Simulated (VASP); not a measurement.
Band structure of LiTiO$_{2}$ (space group R3m). Calculation: PBEsol GGA, VASP's PBE PAW potentials (set 64) (plane waves; VASP).

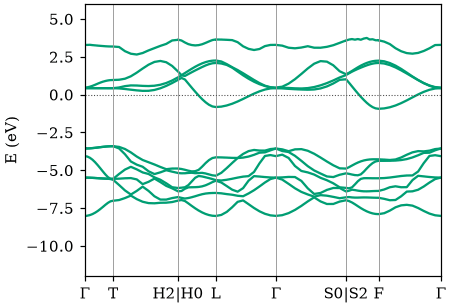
Fig. 1. Bands along high-symmetry lines, zero at the valence-band maximum or, without a gap, the Fermi level

Read the plot: is there a gap, and where are the band edges?

It has no gap at this level: it comes out as a metal or semimetal. (Edges off the drawn lines would not show.)

The structure comes from a computed database's LiTiO2 entry (R3m); how it stands against other phases isn't given here. It was relaxed first, which changed the volume by -5 %. The electron count is odd and the run is not spin-polarised, which forces a metal.
